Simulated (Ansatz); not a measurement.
# A computed series for hypothetical P4_2/mnm BAs: pressure series

Take BAs (space group P4_2/mnm, No. 136; a = 5.889 Å, c = 3.389 Å; a hypothetical phase, not in the database extracts checked) as the base.

Cell and atoms are relaxed at each pressure.

The values are results of PBE (Ansatz, a first-principles code; PAW; 420 eV plane waves; spin-orbit coupling left out), not measurements.

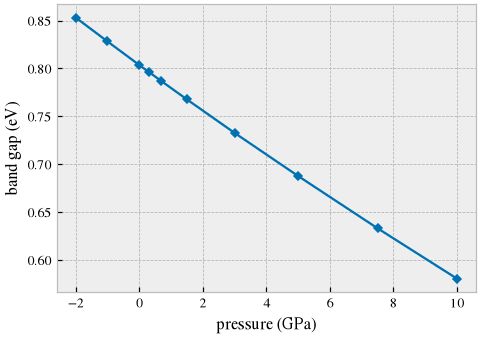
Band gap against pressure

```json
[
 {"pressure (GPa)": "-2", "band gap": "0.85 eV"},
 {"pressure (GPa)": "-1", "band gap": "0.83 eV"},
 {"pressure (GPa)": "0.3", "band gap": "0.80 eV"},
 {"pressure (GPa)": "0.7", "band gap": "0.79 eV"},
 {"pressure (GPa)": "1.5", "band gap": "0.77 eV"},
 {"pressure (GPa)": "3", "band gap": "0.73 eV"},
 {"pressure (GPa)": "5", "band gap": "0.69 eV"},
 {"pressure (GPa)": "7.5", "band gap": "0.63 eV"},
 {"pressure (GPa)": "10", "band gap": "0.58 eV"}
]
```

Load acts through the strain it causes; cell and atoms are relaxed under it. Whether these cells are dynamically stable was not tested. No other phases were tried under pressure.
